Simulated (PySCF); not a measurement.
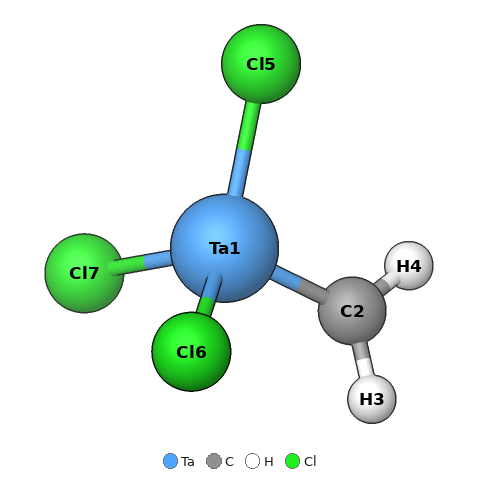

Charge 0, singlet. The geometry was computed by an optimisation with PBE0-D3(BJ)/def2-SVP. No frequency run is at hand to confirm it as a minimum. Electric field gradients from the ground-state density, PBE0/pcSseg-1 (def2-TZVP on Ta), core potentials on Ta (PySCF 2.14.0), non-relativistic apart from any core potentials.

Give the largest field-gradient component, the quadrupole coupling constant and the asymmetry for 35Cl at Cl5 (Q = −81.7 mb), 35Cl at Cl6 (Q = −81.7 mb), 35Cl at Cl7 (Q = −81.7 mb), 2H at H3 (Q = 2.86 mb), 2H at H4 (Q = 2.86 mb).

```csv
atom,V_zz (a.u.),e²qQ/h (MHz),η
Cl5,0.816,−15.67,0.31
Cl6,0.830,−15.93,0.36
Cl7,1.092,−21.0,0.93
H3,0.303,0.204,0.06
H4,0.306,0.206,0.05
```
